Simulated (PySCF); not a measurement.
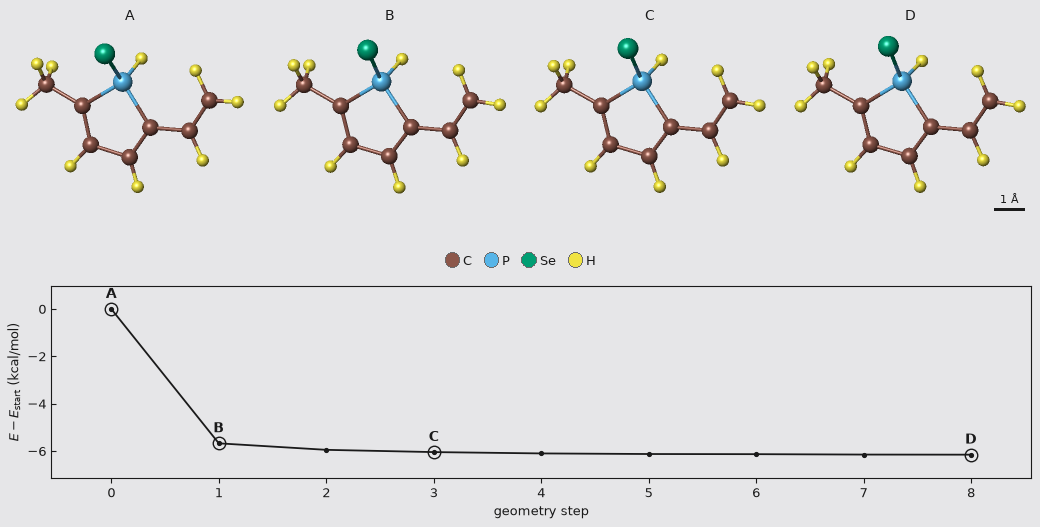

Frames of a relaxation of C₇H₉PSe, marked on the history of the run. Style: ball-and-stick. Shown at a tilt.

The start comes from GFN2-xTB. Its atoms were then displaced at random by about 0.01 Å.

These are results of PBE0-D3(BJ)/def2-SVP geometry optimisation, gas phase (PySCF 2.14.0, density-fitted response routines), not measurements. 

**Describe the path.**

After 8 geometry steps the energy has fallen by 6.15 kcal/mol. The Se atom moves most after the best rigid fit: 0.34 Å. By element the largest moves are Se 0.34 Å, H 0.26 Å, C 0.14 Å, P 0.10 Å. Near-neighbour distances that change, for instance: C–H 1.036 → 1.094 Å, C–H 1.054 → 1.092 Å, H–P 1.390 → 1.428 Å, C–P 1.799 → 1.831 Å. Among the angles between lasting bonds that change: C–C–H 127.8° → 122.3°, C–C–H 125.1° → 120.9°, C–C–P 111.0° → 106.9°. Cost: 3.5 min on 1 thread of Arm Neoverse V1, with other jobs on the host. From step 0 to 1: Se and H atoms move most (0.19 Å), energy −5.67 kcal/mol. From step 1 to 3: the Se atom moves most (0.06 Å), energy −0.37 kcal/mol. From step 3 to 8: the Se atom moves most (0.10 Å), energy −0.11 kcal/mol.

```
step  E − E(0), kcal/mol
   0                0.00
   1               -5.67
   2               -5.94
   3               -6.04
   4               -6.10
   5               -6.12
   6               -6.13
   7               -6.14
   8               -6.15
```
